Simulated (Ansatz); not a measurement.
## Electronic structure of H₉NOSi₃···SiH₄ in real space

Input

```
crystal:
  periodic: [false, false, false]
  atoms:
    - { symbol: Si, position_ang: [-0.028291, -0.582474, -0.555674] }
    - { symbol: Si, position_ang: [0.352581, 0.064616, 2.803004] }
    - { symbol: H, position_ang: [-0.925228, -0.705907, 2.678372] }
    - { symbol: H, position_ang: [0.878669, -0.277798, 4.180641] }
    - { symbol: H, position_ang: [0.113635, 1.546075, 2.838305] }
    - { symbol: H, position_ang: [1.100312, 0.050828, -1.309225] }
    - { symbol: "N", position_ang: [-0.732269, 0.734016, 0.33458] }
    - { symbol: H, position_ang: [-1.716232, 0.769671, 0.59562] }
    - { symbol: H, position_ang: [-0.313145, 1.662141, 0.288184] }
    - { symbol: Si, position_ang: [-1.720511, -1.489008, -1.922378] }
    - { symbol: H, position_ang: [-2.904207, -1.881813, -1.078258] }
    - { symbol: H, position_ang: [-2.19785, -0.449259, -2.8983] }
    - { symbol: H, position_ang: [-1.283361, -2.699365, -2.696893] }
    - { symbol: O, position_ang: [0.656602, -1.814566, 0.348918] }
    - { symbol: Si, position_ang: [0.400296, -3.368675, 0.892595] }
    - { symbol: H, position_ang: [1.585599, -4.213785, 0.535256] }
    - { symbol: H, position_ang: [0.2343, -3.353051, 2.382882] }
    - { symbol: H, position_ang: [-0.833366, -3.962625, 0.270673] }
    - { symbol: H, position_ang: [1.388766, -0.343122, 1.843098] }
basis:
  gaussian: { orbitals: "6-31G*" }
hamiltonian:
  xc: pbe
  dispersion: d4
relax:
  f_tol: 0.03
  max_steps: 50
output:
  orbitals: {}
```

Command:

```sh
ansatz run input.yaml --threads 4 --pin off --max-ram 5120MiB --backend cpu --events-out ev --progress --plain --runs-dir out
```

The fields are those of the run's last geometry, not of the input's.

Computed with RKS PBE-D4/6-31G* in Ansatz 0.2.0.

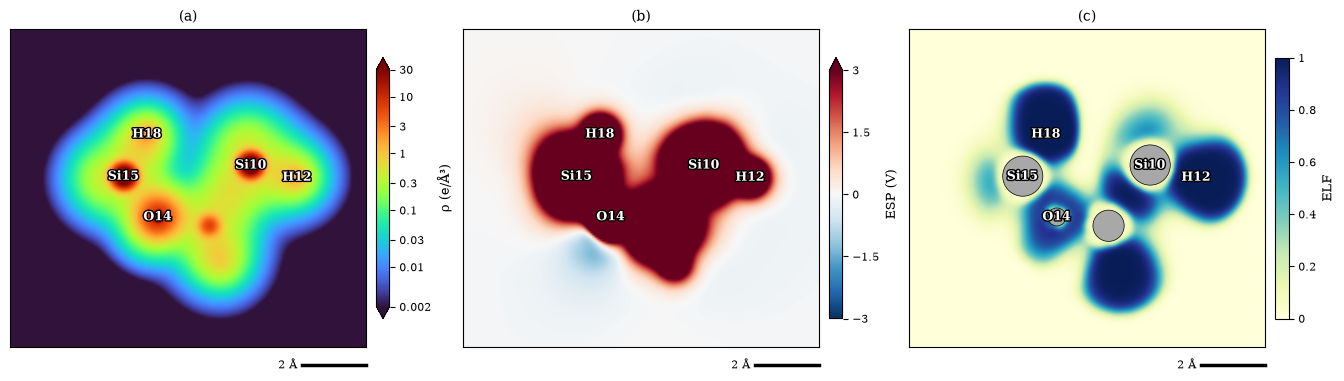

Figure 1. (a) electron density; (b) molecular electrostatic potential; (c) ELF on the plane of atoms O14, Si15 and H18. Grey discs cover the atomic cores in the ELF map.

What does the map show?

Answer. The plane passes through Si, H and O nuclei.
Si–O (1.67 Å): the density is about 1 e/Å³ at the midpoint; the ELF peaks at about 0.85 between the atoms, as expected for a polar covalent bond.
Si–H (1.50 Å): ρ is about 0.74 e/Å³ halfway; the ELF climbs to about 1 towards the hydrogen, as it does in any bond to H.
The ELF also peaks beside O14, away from the bonds: lone-pair regions.
Outside the dense part of the complex the potential is most negative (−1.3 V) near O14.

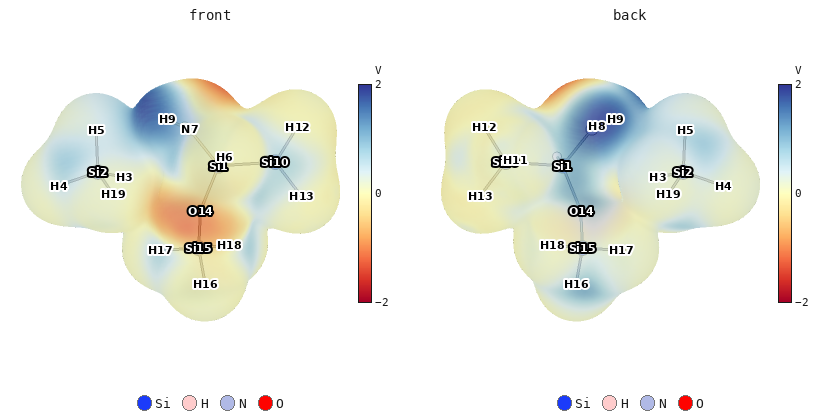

Figure 2. The electrostatic potential painted on the density surface at 0.002 e/bohr³, seen from the front and from behind; red is negative and blue positive.

Describe the electrostatic potential map.

Answer. The most negative region (about −1.0 V) lies over N7 and O14, the most positive (about +1.8 V) over H8 and H9.

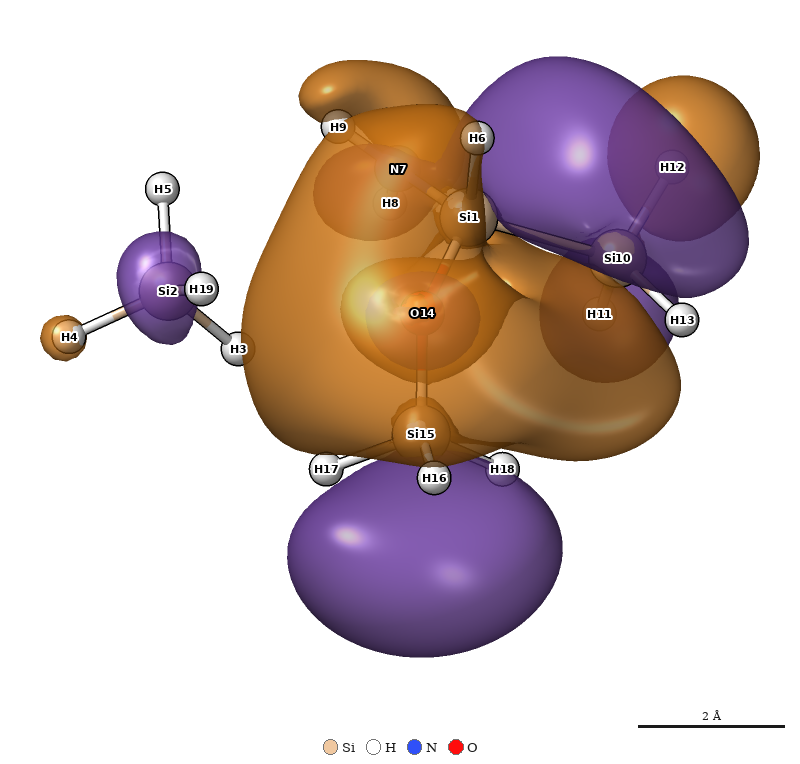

Figure 3. The LUMO at ±0.04 Å⁻³ᐟ² (orange and purple are the two phases), seen at a tilt.

Describe this orbital and give its energy.

Answer. Its weight (Hirshfeld) is mainly on Si15 (about 30 %), Si1 (about 20 %), Si10 (about 15 %) and O14 (about 10 %). Its energy is −0.74 eV.

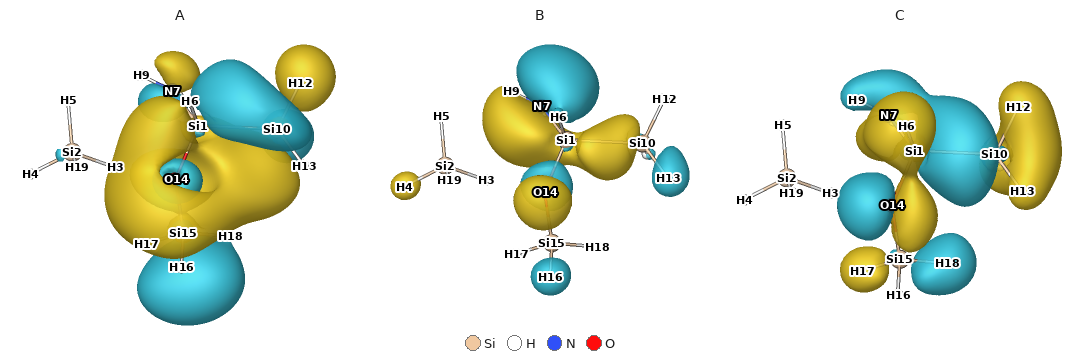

Figure 4. Three frontier orbitals at ±0.06 Å⁻³ᐟ² (yellow and cyan are the two phases), in no order.

Which picture is the HOMO−1, the HOMO and the LUMO?

Answer. C is the HOMO−1 (−6.61 eV). It lies mainly on Si10 (about 25 %), O14 (about 25 %), Si1 (about 20 %) and N7 (about 5 %). B is the HOMO (−6.11 eV). By Hirshfeld shares it lies mainly on N7 (about 60 %) and O14 (about 10 %). A is the LUMO (−0.74 eV). It lies mainly on Si15 (about 30 %), Si1 (about 20 %), Si10 (about 15 %) and O14 (about 10 %).

What is the HOMO–LUMO gap?

Answer. 5.37 eV between the orbital energies.
